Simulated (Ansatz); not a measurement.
Consider C$_{3}$H$_{8}$O$_{2}$Si.

Input file:

```
crystal:
  periodic: [false, false, false]
  atoms:
    - { symbol: C, position_ang: [0.1985, -2.9822, -0.1978] }
    - { symbol: C, position_ang: [0.2714, -1.7293, 0.3363] }
    - { symbol: O, position_ang: [-0.011, -0.5871, -0.3966] }
    - { symbol: Si, position_ang: [0.2538, 0.9268, 0.3143] }
    - { symbol: C, position_ang: [-0.0481, 2.2729, -0.9328] }
    - { symbol: O, position_ang: [-0.908, 1.0396, 1.5705] }
    - { symbol: H, position_ang: [-0.1289, -3.0508, -1.2401] }
    - { symbol: H, position_ang: [0.3921, -3.8157, 0.36] }
    - { symbol: H, position_ang: [0.585, -1.5733, 1.4106] }
    - { symbol: H, position_ang: [-0.27068, 1.38694, 2.24376] }
    - { symbol: H, position_ang: [0.057, 3.2607, -0.4222] }
    - { symbol: H, position_ang: [0.7035, 2.2151, -1.7062] }
    - { symbol: H, position_ang: [-1.0963, 2.2676, -1.3797] }
    - { symbol: H, position_ang: [-1.8212, 0.7006, 1.3879] }
basis:
  gaussian: { orbitals: def2-SVP }
hamiltonian:
  xc: blyp
relax:
  f_tol: 0.02
  max_steps: 50
output:
  orbitals: {}
```

Command:

```sh
ansatz run input.yaml --threads 2 --pin off --max-ram 3072MiB --backend cpu --events-out ev --progress --plain --runs-dir out
```

The fields are those of the run's last geometry, not of the input's.

The calculation used Ansatz 0.2.0, RKS BLYP/def2-SVP.

What will maps of the electron density and electron localisation function show?

C–C (1.35 Å): the density is about 2.2 e/Å³ at the midpoint; the ELF peaks at about 0.95 between the atoms, as expected for a covalent bond.
C–O (1.37 Å): the density is about 2.2 e/Å³ at the midpoint, with its minimum of 1.9 e/Å³ about 0.5 Å from C; the ELF peaks at about 0.90 between the atoms (a shared but strongly polarised pair).
Si–O (1.77 Å): ρ is about 0.84 e/Å³ halfway; the ELF peaks at about 0.85 between the atoms, as expected for a polar covalent bond.
C–H (1.10 Å): ρ at the midpoint is about 1.9 e/Å³; the ELF climbs to about 1 towards the hydrogen, as it does in any bond to H; an ordinary covalent bond to hydrogen.

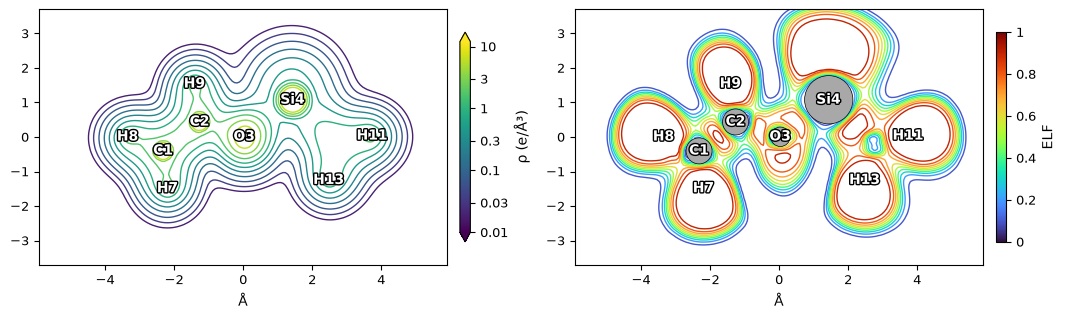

Computed electron density and electron localisation function on the plane of atoms C1, C2 and O3, in this order. Grey discs cover the atomic cores in the ELF map. 
